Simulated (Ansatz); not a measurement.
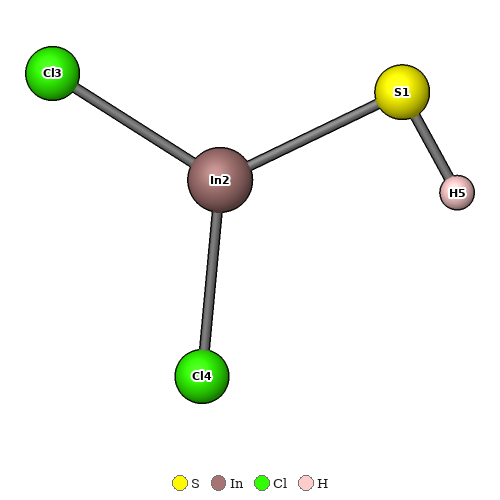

The system is Cl2HInS, SMILES [SH][In]([Cl])[Cl]; the picture shows the reference structure. Coordinates scanned: (1) angle H5–S1–In2; (2) dihedral H5–S1–In2–Cl3. Nothing is relaxed (all other coordinates rigid). The scan uses a 9 × 10 grid; 55 points were computed and 35 follow by symmetry. Energies: cm⁻¹, counted from the lowest grid point. Method: Ansatz 0.2.0, RKS B3LYP-D4/def2-TZVP.

Its coordinates:

```yaml
atoms:
  - { symbol: S, position_ang: [-0.1117, 1.7631, 0.7052] }
  - { symbol: In, position_ang: [0.3189, -0.4665, 0.0041] }
  - { symbol: Cl, position_ang: [2.1750, -1.6417, 0.7671] }
  - { symbol: Cl, position_ang: [-1.1021, -1.5697, -1.4786] }
  - { symbol: H, position_ang: [-1.2302, 1.8412, -0.0393] }
```

Range: angle H5–S1–In2 from 67.4 to 117.4°; dihedral H5–S1–In2–Cl3 from −180 to 144°.

Question: What landscape does the calculation give?

Answer: The lowest grid point is at angle H5–S1–In2 = 92.4°, dihedral H5–S1–In2–Cl3 = −180°; the map holds 2 wells of about this depth. The highest grid point, angle H5–S1–In2 = 67.4°, dihedral H5–S1–In2–Cl3 = −108°, lies 3853 cm⁻¹ above the lowest. On the interpolated surface the easiest way out of the lowest well to a well of about the same depth near angle H5–S1–In2 = 92.4°, dihedral H5–S1–In2–Cl3 = 0° passes a barrier of about 1600 cm⁻¹. Round the minimum the two coordinates are nearly uncoupled.

```csv
"dihedral H5–S1–In2–Cl3 ↓, angle H5–S1–In2 →",67.4,73.6,79.9,86.1,92.4,98.6,104.9,111.1,117.4
144,3197,1973,1134,668,521,668,1089,1749,2646
108,3853,2713,1939,1517,1396,1553,1969,2609,3471
72,3852,2713,1939,1517,1397,1555,1971,2611,3474
36,3195,1972,1135,669,523,672,1094,1755,2653
0,2784,1516,646,160,3,149,577,1252,2172
−36,3195,1972,1135,669,523,672,1094,1755,2653
−72,3852,2713,1939,1517,1397,1555,1971,2611,3474
−108,3853,2713,1939,1517,1396,1553,1969,2609,3471
−144,3197,1973,1134,668,521,668,1089,1749,2646
−180,2785,1517,645,158,0,144,571,1244,2163
```

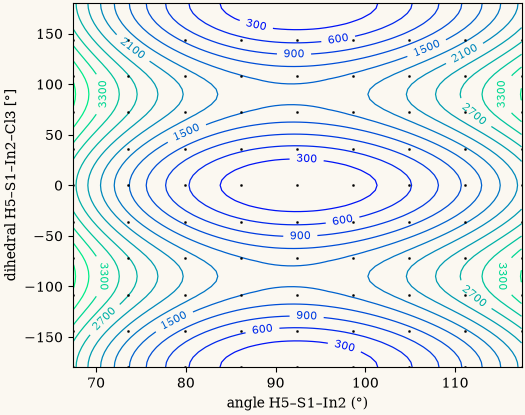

Drawn: contour lines labelled in cm⁻¹, dots at the grid points. Between grid points the surface is interpolated.

Each point was launched as `ansatz run input.yaml --threads 1 --pin off --max-ram 2560MiB --backend cpu --events-out ev --progress --plain --runs-dir out`. The whole map (55 points run) took 5.6 min on 1 thread of Intel(R) Xeon(R) 6975P-C (Granite Rapids) (shared host).
